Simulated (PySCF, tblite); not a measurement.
# C₅H₂FNO: dynamics, then NMR shifts on frames, part 2 of 2

tblite 0.8.0 and PySCF 2.14.0. Atoms count from 0.

### Step 5. Nuclear shieldings: 625 fs, PBE0/pcSseg-1

Job settings and geometry (Å):

```
{"job": {"kind": "nmr", "xc": "PBE0", "basis": "pcSseg-1", "pop": false}, "charge": 0, "multiplicity": 1}
N      2.937700    -0.983700    -0.230500
C      1.906500    -0.477900    -0.036500
C      0.478600    -0.285200     0.119900
C     -0.306200     0.480700     0.968100
O     -1.567200     0.138300     0.952600
C     -1.630700    -0.956600     0.056900
F     -2.826800    -1.447400    -0.294300
C     -0.353200    -1.319000    -0.310400
H      0.061600     1.141100     1.699000
H      0.022300    -2.198300    -0.853500
```

Method: GIAO PBE0/pcSseg-1 NMR shielding, non-relativistic, gas phase.

Standard output:

```text
coarse grid: 9904 points
cycle   1  E = -420.7972656875  dE =  1.624e+00  |g| = 7.023e-01  |ddm| = 3.307e+00
cycle   2  E = -420.5612754902  dE =  2.360e-01  |g| = 1.282e+00  |ddm| = 1.484e+00
cycle   3  E = -420.8920583005  dE = -3.308e-01  |g| = 2.180e-01  |ddm| = 1.064e+00
cycle   4  E = -420.9001850087  dE = -8.127e-03  |g| = 9.381e-02  |ddm| = 1.978e-01
cycle   5  E = -420.9020460688  dE = -1.861e-03  |g| = 1.928e-02  |ddm| = 8.380e-02
cycle   6  E = -420.9021254278  dE = -7.936e-05  |g| = 7.271e-03  |ddm| = 2.157e-02
cycle   7  E = -420.9021355092  dE = -1.008e-05  |g| = 1.561e-03  |ddm| = 6.217e-03
cycle   8  E = -420.9021359667  dE = -4.575e-07  |g| = 5.222e-04  |ddm| = 1.440e-03
final grid: 100592 points
cycle   9  E = -420.9654533232  dE = -1.572e-05  |g| = 1.138e-02  |ddm| = 2.517e-02
cycle  10  E = -420.9654060284  dE =  4.729e-05  |g| = 1.967e-02  |ddm| = 1.999e-02
cycle  11  E = -420.9654763006  dE = -7.027e-05  |g| = 1.850e-03  |ddm| = 1.376e-02
cycle  12  E = -420.9654770873  dE = -7.867e-07  |g| = 4.658e-04  |ddm| = 1.942e-03
cycle  13  E = -420.9654771294  dE = -4.212e-08  |g| = 1.642e-04  |ddm| = 4.352e-04
cycle  14  E = -420.9654771327  dE = -3.321e-09  |g| = 1.127e-04  |ddm| = 1.912e-04
cycle  15  E = -420.9654771355  dE = -2.732e-09  |g| = 1.304e-05  |ddm| = 8.929e-05
cycle  16  E = -420.9654771355  dE = -3.274e-11  |g| = 4.012e-06  |ddm| = 1.331e-05
converged SCF energy = -420.9654771355

GIAO shielding tensors (ppm)
atom      isotropic    diamagn.    paramagn.     s11        s22        s33       span
  0 N      -72.658     339.200    -411.858   -255.013   -200.853    237.892    492.904
  1 C       63.775     258.182    -194.408    -54.518    -46.984    292.827    347.345
  2 C       78.090     255.652    -177.562     -9.376     92.432    151.215    160.592
  3 C       44.748     250.331    -205.583    -42.939     52.891    124.291    167.230
  4 O       26.847     396.541    -369.694   -136.969      4.834    212.678    349.647
  5 C        8.550     252.878    -244.328    -50.391     29.014     47.028     97.419
  6 F      269.902     468.936    -199.034    194.827    296.236    318.642    123.815
  7 C       79.103     254.212    -175.109     23.987     58.938    154.385    130.399
  8 H       24.759      30.196      -5.437     21.635     24.528     28.115      6.480
  9 H       24.711      29.650      -4.939     21.684     25.955     26.493      4.809
```

Wall time 13 s (1 thread of Intel Xeon Platinum 8488C, shared host); peak memory 0.71 GiB.

This run: δ C5 178.4, C3 142.2, C1 123.2, C2 108.8, H9 7.01, H8 6.96 ppm.

### Step 6. Nuclear shieldings: 800 fs, PBE0/pcSseg-1

Job settings and geometry (Å):

```
{"job": {"kind": "nmr", "xc": "PBE0", "basis": "pcSseg-1", "pop": false}, "charge": 0, "multiplicity": 1}
N      2.339000    -0.899800    -0.735300
C      1.430200    -0.555600    -0.149500
C      0.143800    -0.198200     0.328100
C     -0.084600     0.841900     1.159800
O     -1.525200     0.888900     1.351300
C     -2.001700    -0.187000     0.703100
F     -3.325200    -0.515000     0.877800
C     -1.034200    -0.867600    -0.009700
H      0.502800     1.658700     1.587400
H     -1.097800    -1.882800    -0.429900
```

With the program's defaults for keys left out, this is: GIAO PBE0/pcSseg-1 NMR shielding, non-relativistic, gas phase.

Standard output:

```text
coarse grid: 9904 points
cycle   1  E = -420.8037368256  dE =  1.568e+00  |g| = 7.191e-01  |ddm| = 3.293e+00
cycle   2  E = -420.5856712676  dE =  2.181e-01  |g| = 1.272e+00  |ddm| = 1.561e+00
cycle   3  E = -420.9035088390  dE = -3.178e-01  |g| = 1.958e-01  |ddm| = 1.108e+00
cycle   4  E = -420.9098518399  dE = -6.343e-03  |g| = 9.297e-02  |ddm| = 1.926e-01
cycle   5  E = -420.9117047669  dE = -1.853e-03  |g| = 1.260e-02  |ddm| = 8.069e-02
cycle   6  E = -420.9117311977  dE = -2.643e-05  |g| = 7.468e-03  |ddm| = 1.669e-02
cycle   7  E = -420.9117413994  dE = -1.020e-05  |g| = 1.588e-03  |ddm| = 5.874e-03
cycle   8  E = -420.9117418910  dE = -4.916e-07  |g| = 3.860e-04  |ddm| = 1.560e-03
final grid: 100592 points
cycle   9  E = -420.9762870170  dE = -1.463e-05  |g| = 1.214e-02  |ddm| = 2.747e-02
cycle  10  E = -420.9762298410  dE =  5.718e-05  |g| = 2.152e-02  |ddm| = 2.328e-02
cycle  11  E = -420.9763132847  dE = -8.344e-05  |g| = 1.924e-03  |ddm| = 1.568e-02
cycle  12  E = -420.9763140622  dE = -7.775e-07  |g| = 5.740e-04  |ddm| = 1.923e-03
cycle  13  E = -420.9763141197  dE = -5.749e-08  |g| = 2.262e-04  |ddm| = 5.290e-04
cycle  14  E = -420.9763141292  dE = -9.456e-09  |g| = 1.010e-04  |ddm| = 2.469e-04
cycle  15  E = -420.9763141313  dE = -2.080e-09  |g| = 1.529e-05  |ddm| = 8.649e-05
cycle  16  E = -420.9763141313  dE = -4.707e-11  |g| = 6.800e-06  |ddm| = 1.827e-05
converged SCF energy = -420.9763141313

GIAO shielding tensors (ppm)
atom      isotropic    diamagn.    paramagn.     s11        s22        s33       span
  0 N      -57.080     341.211    -398.291   -228.419   -188.856    246.037    474.456
  1 C       70.514     259.308    -188.795    -43.527    -39.200    294.268    337.795
  2 C       77.550     259.338    -181.788     -6.081     80.903    157.828    163.909
  3 C       31.145     250.360    -219.215    -37.627     37.510     93.552    131.179
  4 O        6.904     398.133    -391.229   -124.313    -34.583    179.609    303.923
  5 C        6.706     254.683    -247.977    -62.394     35.909     46.603    108.997
  6 F      249.189     469.203    -220.014    119.205    307.183    321.179    201.974
  7 C       91.408     249.208    -157.800     38.372     83.595    152.258    113.886
  8 H       23.368      29.032      -5.664     20.884     24.423     24.796      3.912
  9 H       25.060      28.718      -3.658     21.702     26.180     27.299      5.597
```

Wall time 13 s (1 thread of Intel Xeon Platinum 8488C, shared host); peak memory 0.7 GiB.

Key values: δ C5 180.2, C3 155.8, C1 116.4, C2 109.4, H8 8.35, H9 6.66 ppm.

### Step 7. Shielding tensors: 1000 fs, PBE0/pcSseg-1

Job settings and geometry (Å):

```
{"job": {"kind": "nmr", "xc": "PBE0", "basis": "pcSseg-1", "pop": false}, "charge": 0, "multiplicity": 1}
N      1.087000    -0.561600    -1.578200
C      0.246300    -0.029200    -0.980300
C     -0.679800     0.240500     0.049400
C     -0.842700     1.307500     0.892900
O     -1.881200     1.062900     1.752300
C     -2.259400    -0.159200     1.494000
F     -3.327800    -0.603400     2.181600
C     -1.404400    -0.727400     0.522900
H     -0.445000     2.333800     0.866000
H     -1.435000    -1.697700     0.050000
```

Level: GIAO PBE0/pcSseg-1 NMR shielding, non-relativistic, gas phase.

Standard output:

```text
coarse grid: 9904 points
cycle   1  E = -420.7908360778  dE =  1.848e+00  |g| = 7.021e-01  |ddm| = 3.380e+00
cycle   2  E = -420.5892224029  dE =  2.016e-01  |g| = 1.217e+00  |ddm| = 1.530e+00
cycle   3  E = -420.8837921320  dE = -2.946e-01  |g| = 2.267e-01  |ddm| = 1.101e+00
cycle   4  E = -420.8928868563  dE = -9.095e-03  |g| = 8.991e-02  |ddm| = 2.095e-01
cycle   5  E = -420.8945410602  dE = -1.654e-03  |g| = 2.325e-02  |ddm| = 8.825e-02
cycle   6  E = -420.8946559370  dE = -1.149e-04  |g| = 7.678e-03  |ddm| = 2.599e-02
cycle   7  E = -420.8946669900  dE = -1.105e-05  |g| = 1.680e-03  |ddm| = 7.298e-03
cycle   8  E = -420.8946675770  dE = -5.870e-07  |g| = 3.707e-04  |ddm| = 1.757e-03
final grid: 100592 points
cycle   9  E = -420.9579655988  dE = -1.875e-05  |g| = 1.042e-02  |ddm| = 2.798e-02
cycle  10  E = -420.9579317623  dE =  3.384e-05  |g| = 1.722e-02  |ddm| = 1.912e-02
cycle  11  E = -420.9579846215  dE = -5.286e-05  |g| = 1.566e-03  |ddm| = 1.261e-02
cycle  12  E = -420.9579851406  dE = -5.191e-07  |g| = 4.972e-04  |ddm| = 1.743e-03
cycle  13  E = -420.9579851819  dE = -4.129e-08  |g| = 2.219e-04  |ddm| = 4.610e-04
cycle  14  E = -420.9579851911  dE = -9.219e-09  |g| = 9.066e-05  |ddm| = 2.381e-04
cycle  15  E = -420.9579851929  dE = -1.740e-09  |g| = 1.165e-05  |ddm| = 8.180e-05
cycle  16  E = -420.9579851929  dE = -2.069e-11  |g| = 5.891e-06  |ddm| = 1.483e-05
converged SCF energy = -420.9579851929

GIAO shielding tensors (ppm)
atom      isotropic    diamagn.    paramagn.     s11        s22        s33       span
  0 N      -75.776     340.542    -416.318   -248.752   -221.828    243.253    492.004
  1 C       63.662     260.486    -196.824    -57.702    -44.935    293.623    351.325
  2 C       80.949     257.200    -176.251     -6.047     85.311    163.583    169.629
  3 C       48.904     251.592    -202.688     -9.171     52.410    103.472    112.643
  4 O       24.593     398.602    -374.009   -131.467    -33.196    238.443    369.910
  5 C       17.033     257.648    -240.615    -34.906     33.596     52.410     87.316
  6 F      265.669     468.101    -202.431    163.039    306.174    327.796    164.757
  7 C       90.499     250.322    -159.823     45.377     72.402    153.719    108.342
  8 H       24.166      29.352      -5.186     20.589     25.133     26.776      6.187
  9 H       25.686      29.563      -3.877     22.107     27.280     27.672      5.565
```

Wall time 14 s (1 thread of Intel Xeon Platinum 8488C, shared host); peak memory 0.71 GiB.

In short: δ C5 169.9, C3 138.0, C1 123.3, C2 106.0, H8 7.55, H9 6.03 ppm.

### Step 8. Run by run: NMR shifts

Shifts (ppm) of some atoms, chosen among heavy atoms and hydrogens apart, with basis size and wall time:

| frame | C3 | C7 | H8 | H9 | N0 | O4 | F6 | functions | time |
| --- | --- | --- | --- | --- | --- | --- | --- | --- | --- |
| 250 fs | 148.0 | 89.6 | 7.07 | 5.43 | 326.9 | 286.1 | -107.6 | 146 | 17 s |
| 425 fs | 140.9 | 103.0 | 6.70 | 7.14 | 329.7 | 307.8 | -105.8 | 146 | 13 s |
| 625 fs | 142.2 | 107.8 | 6.96 | 7.01 | 340.4 | 309.2 | -99.0 | 146 | 13 s |
| 800 fs | 155.8 | 95.5 | 8.35 | 6.66 | 324.8 | 329.2 | -78.2 | 146 | 13 s |
| 1000 fs | 138.0 | 96.4 | 7.55 | 6.03 | 343.5 | 311.5 | -94.7 | 146 | 14 s |

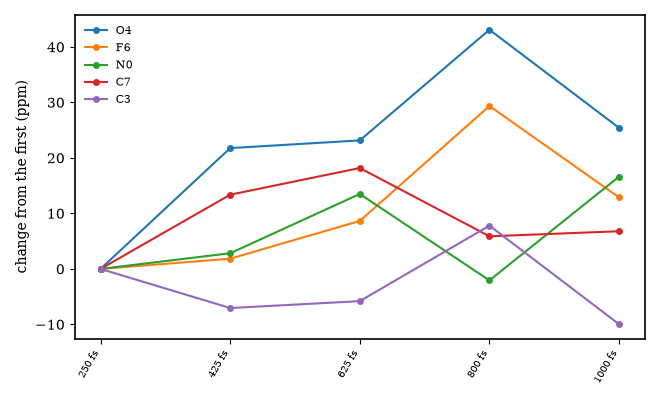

How five of the tabulated atoms move from run to run.

### Step 9. Results

What follows sums up all 2 parts.

| quantity | value |
| --- | --- |
| thermostat | 600 K |
| mean temperature, second half | 667 K |
| mean potential energy above the minimum | 0.61 eV |
| 13C shifts against TMS (PBE0/pcSseg-1, 250 fs) | 166.7, 148.0, 116.9, 112.6, 89.6 ppm |
| 1H shifts against TMS (PBE0/pcSseg-1, 250 fs) | 7.07, 5.43 ppm |
| 15N shifts against NH3 (PBE0/pcSseg-1, 250 fs) | 326.9 ppm |
| 17O shifts against H2O (PBE0/pcSseg-1, 250 fs) | 286.1 ppm |
| 19F shifts against CFCl3 (PBE0/pcSseg-1, 250 fs) | -107.6 ppm |
| surface potential, least and greatest | -1.61 V and 1.73 V |
| range of the shift of O4 | 286.1 to 329.2 ppm |

In the second half the potential energy averages 0.61 eV above the minimum; equipartition over 24 harmonic modes at 600 K would give 0.62 eV. With 10 atoms the temperature swings widely (226 to 913 K). Shifts at one fixed geometry are not the observed spectrum, which averages over the motion. In the first frame run (250 fs): The largest span, 479 ppm, is at N0, where the paramagnetic term is -399 ppm. NICS(1)zz of -22 ppm above the planar ring from C2 marks a diatropic (aromatic) ring current. At PBE0/pcSseg-1, counted by nearest atom on the grid, the HOMO lies on C3 28 %; C5, C7 about 22 % each, the LUMO on C3 26 %; C2 18 %. Across the 5 runs the shift of O4 moves most, between 286.1 (250 fs) and 329.2 ppm (800 fs).
